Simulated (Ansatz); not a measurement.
**C₃H₁₀N₂Si: density, localisation and related maps**

The calculation's input:

```
crystal:
  periodic: [false, false, false]
  atoms:
    - { symbol: "N", position_ang: [-1.1543, -1.7357, -0.041] }
    - { symbol: C, position_ang: [-0.1207, -0.8365, -0.4761] }
    - { symbol: C, position_ang: [1.0992, -1.1975, 0.3408] }
    - { symbol: C, position_ang: [1.3625, 0.3335, 0.5054] }
    - { symbol: "N", position_ang: [-0.1613, 0.4419, 0.2095] }
    - { symbol: Si, position_ang: [-0.884, 1.891, -0.3629] }
    - { symbol: H, position_ang: [-1.3195, -1.6389, 0.9591] }
    - { symbol: H, position_ang: [-2.0558, -1.3876, -0.4588] }
    - { symbol: H, position_ang: [0.0612, -0.775, -1.5151] }
    - { symbol: H, position_ang: [1.9382, -1.705, -0.162] }
    - { symbol: H, position_ang: [0.9503, -1.7142, 1.3292] }
    - { symbol: H, position_ang: [1.9699, 0.7794, -0.2265] }
    - { symbol: H, position_ang: [1.5518, 0.6856, 1.4871] }
    - { symbol: H, position_ang: [-0.7053, 2.967, 0.6497] }
    - { symbol: H, position_ang: [-0.2327, 2.2142, -1.6405] }
    - { symbol: H, position_ang: [-2.3227, 1.655, -0.5536] }
basis:
  gaussian: { orbitals: "6-31G" }
hamiltonian:
  xc: b3lyp
  dispersion: d4
relax:
  f_tol: 0.02
  max_steps: 50
output:
  orbitals: {}
```

Run with:

```sh
ansatz run input.yaml --threads 1 --pin off --max-ram 2048MiB --backend cpu --events-out ev --progress --plain --runs-dir out
```

The fields are those of the run's last geometry, not of the input's.

These are results of RKS B3LYP-D4/6-31G (Ansatz), not measurements.

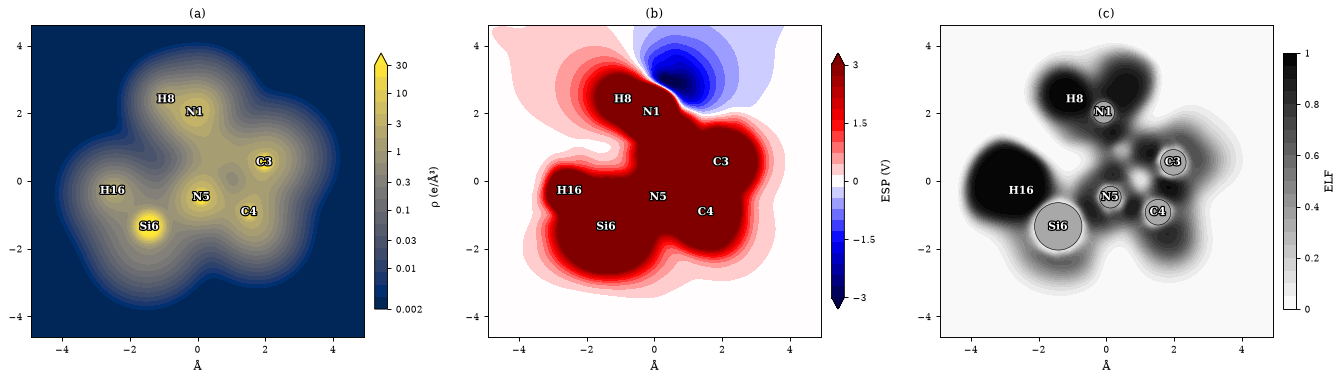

Figure 1. (a) electron density; (b) electrostatic potential; (c) ELF on the plane of atoms N5, Si6 and H16. Grey discs cover the atomic cores in the ELF map.

What does the map show?

Atoms in the plane: N, C, Si and H.
C–C (1.56 Å): ρ at the midpoint is about 1.5 e/Å³; the ELF peaks at about 0.95 between the atoms; a covalent bond.
Si–N (1.77 Å): the density is about 0.86 e/Å³ at the midpoint; the ELF peaks at about 0.90 between the atoms (a polar covalent bond).
N–H (1.01 Å): ρ is about 2.7 e/Å³ halfway; the ELF climbs to about 1 towards the hydrogen, as it does in any bond to H: an ordinary covalent bond to hydrogen.
C–N (1.48 Å): ρ at the midpoint is about 1.7 e/Å³; the ELF peaks at about 0.90 between the atoms: localised, covalent bonding.
Si–H (1.50 Å): ρ is about 0.66 e/Å³ halfway; the ELF climbs to about 1 towards the hydrogen.
The ELF also peaks beside N1, away from the bonds: lone-pair regions.
Outside the dense part of the molecule the potential is most negative (−3.0 V) near N1.

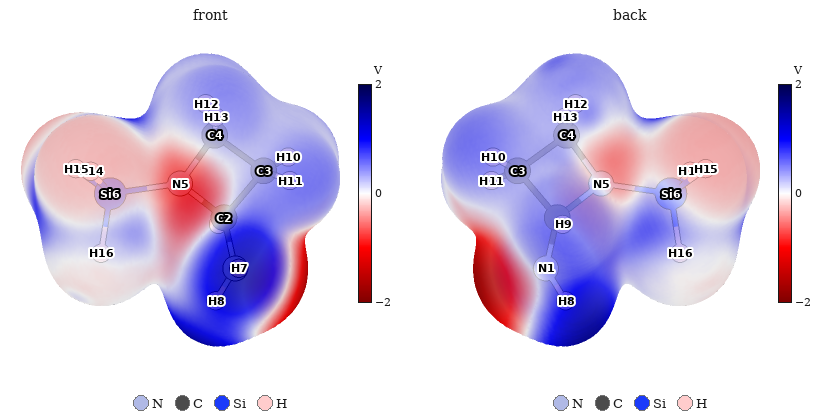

Figure 2. The electrostatic potential painted on the density surface at 0.002 e/bohr³, seen from the front and from behind; the colour scale runs from red (negative) to blue (positive).

Which sites attract a positive test charge, and which a negative one?

A positive charge is drawn to the negative regions and a negative charge to the positive ones. The most negative region (about −1.7 V) lies over N1, the most positive (about +1.6 V) over H8. N1 is the likeliest acceptor of a hydrogen bond.

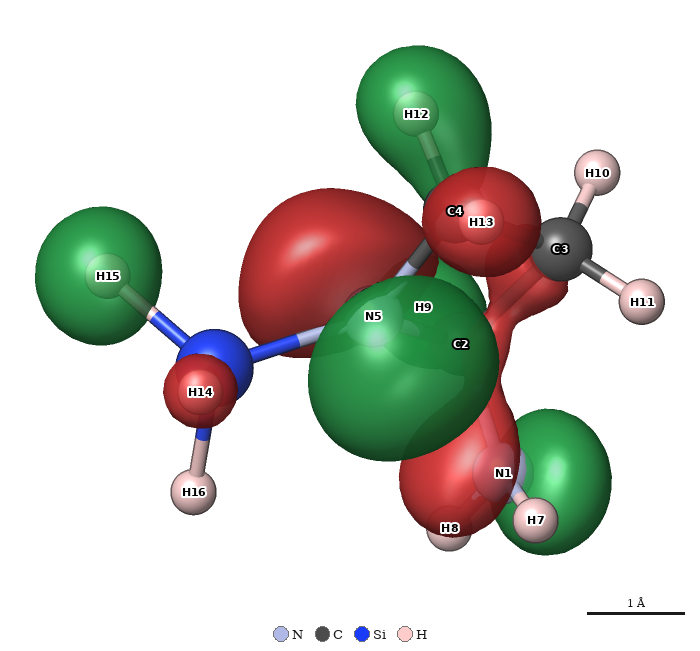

Figure 3. The HOMO at ±0.1 Å⁻³ᐟ² (green and red are the two phases), seen at a tilt.

Where does this orbital lie, and at what energy?

Its weight (Hirshfeld) is mainly on N5 (about 50 %), N1 (about 10 %) and C4 (about 5 %). Its energy is −5.55 eV.
